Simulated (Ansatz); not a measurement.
**CH6Si (SMILES C[SiH3]) at B3LYP/STO-3G**

What is the energy change on altering one bond length of CH6Si at B3LYP/STO-3G? 

The results are computed with Ansatz 0.2.0.

47 further runs of the same task are left out: 1 that didn't finish, 46 set aside as unsound or not needed.

**1. The structure to begin with**

CH6Si: 8 atoms, total charge 0, spin state singlet. As SMILES, `C[SiH3]`. The shape is that of a PBE0-D4/def2-TZVP optimisation.

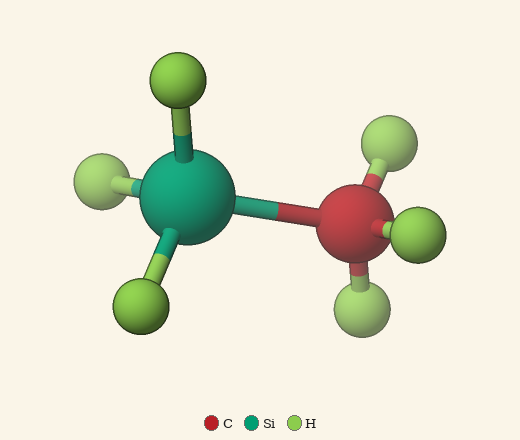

Viewed from a chosen angle; carbon red, silicon teal, hydrogen green.

**2. The energy at B3LYP/STO-3G**

The input, in.yaml:

```yaml
crystal:
  periodic: [false, false, false]
  atoms:
    - {symbol: C, position_ang: [-0.181500, 0.239740, -0.940300]}
    - {symbol: Si, position_ang: [0.162420, -0.214550, 0.841500]}
    - {symbol: H, position_ang: [-1.240470, 0.112510, -1.175580]}
    - {symbol: H, position_ang: [0.395470, -0.391420, -1.619800]}
    - {symbol: H, position_ang: [0.086600, 1.280720, -1.133860]}
    - {symbol: H, position_ang: [-0.624960, 0.646220, 1.765390]}
    - {symbol: H, position_ang: [1.605560, -0.040010, 1.159870]}
    - {symbol: H, position_ang: [-0.203110, -1.633210, 1.102780]}
basis:
  gaussian:
    orbitals: STO-3G
hamiltonian:
  xc: {name: B3LYP}
accuracy: high
```

Started as:

```
$ ansatz run in.yaml --threads 1 --pin off --max-ram 3480MiB --events-out events.jsonl --progress --plain --runs-dir runs
```

Output:

```text
Warning: RAYON_NUM_THREADS=1 ignored (pool sized by the plan → 1); use --threads N
Functional definition: B3LYP
  name "B3LYP"
  parameter a0 = 0.2
  parameter ax = 0.72
  parameter ac = 0.81
  exchange = (1 - a0 - ax)*slater_x + ax*b88_x + a0*exact_x
  correlation = (1 - ac)*vwn_rpa_c + ac*lyp_c
361 factors; integrals over basis functions are off by at most 5.4e-9 eV
mean field evaluation 1: about -8908.1765 eV, gradient 1.4e1 eV
mean field evaluation 2: about -8908.5392 eV, gradient 9.4e0 eV
mean field evaluation 4: about -8908.8406 eV, gradient 2.1e-1 eV
mean field evaluation 8: about -8908.7734 eV, gradient 7.1e-4 eV
mean field -8908.77336284 eV, -327.3913825010 hartree, gradient 4.4e-8 eV, S^2 0.000000; 0 other end points of the search recorded, 0 dependent functions left out
reference -8908.77339264 eV, -327.3913835960 hartree; 13, 13 occupied and 7, 7 virtual orbitals, 361 factors
Total energy: -8908.77339264 eV, -327.3913835960 hartree
```

Wall time 1.2 s (1 thread of Arm Neoverse V2, shared host); peak memory 0.1 GiB.

**3. The distorted shape, same level**

The input, input.yaml:

```yaml
crystal:
  periodic: [false, false, false]
  atoms:
    - symbol: C
      position_ang: [-0.248526, -0.020508, -0.891909]
    - symbol: Si
      position_ang: [0.095394, -0.474798, 0.889891]
    - symbol: H
      position_ang: [-1.307496, -0.147738, -1.127189]
    - symbol: H
      position_ang: [0.328444, -0.651668, -1.571409]
    - symbol: H
      position_ang: [0.086600, 1.280720, -1.133860]
    - symbol: H
      position_ang: [-0.691986, 0.385972, 1.813781]
    - symbol: H
      position_ang: [1.538534, -0.300258, 1.208261]
    - symbol: H
      position_ang: [-0.270136, -1.893458, 1.151171]
basis:
  gaussian: {orbitals: STO-3G}
accuracy: high
hamiltonian: {xc: {name: B3LYP}}
```

Started as:

```
$ ansatz run input.yaml --threads 1 --pin off --max-ram 3480MiB --events-out events.jsonl --progress --plain --runs-dir runs
```

Output (excerpt; [...] marks lines left out):

```text
Warning: RAYON_NUM_THREADS=1 ignored (pool sized by the plan → 1); use --threads N
[... 7 set-up lines as earlier in the session ...]
361 factors; integrals over basis functions are off by at most 1.0e-8 eV
mean field evaluation 1: about -8907.2642 eV, gradient 1.4e1 eV
mean field evaluation 2: about -8907.6302 eV, gradient 8.9e0 eV
mean field evaluation 4: about -8907.9072 eV, gradient 2.9e-1 eV
mean field evaluation 8: about -8907.8240 eV, gradient 1.2e-3 eV
mean field -8907.82401496 eV, -327.3564946097 hartree, gradient 1.5e-8 eV, S^2 0.000000; 0 other end points of the search recorded, 0 dependent functions left out
reference -8907.82404474 eV, -327.3564957041 hartree; 13, 13 occupied and 7, 7 virtual orbitals, 361 factors
Total energy: -8907.82404474 eV, -327.3564957041 hartree
```

Wall time 1.2 s (1 thread of Arm Neoverse V2, shared host); peak memory 0.1 GiB.

**4. What came out**

At B3LYP/STO-3G:

```
                                                         quantity          value
                                        first shape: total energy  -327.39138 Eh
                                    distorted shape: total energy  -327.35650 Eh
energy change with the C1–H5 bond stretched from 1.092 to 1.365 Å       0.949 eV
```

With the C1–H5 bond stretched from 1.092 to 1.365 Å the energy rises by 0.95 eV (91.6 kJ/mol). The first shape isn't relaxed at this level, so the change isn't measured from a minimum. The minimal basis adds a large error of its own.
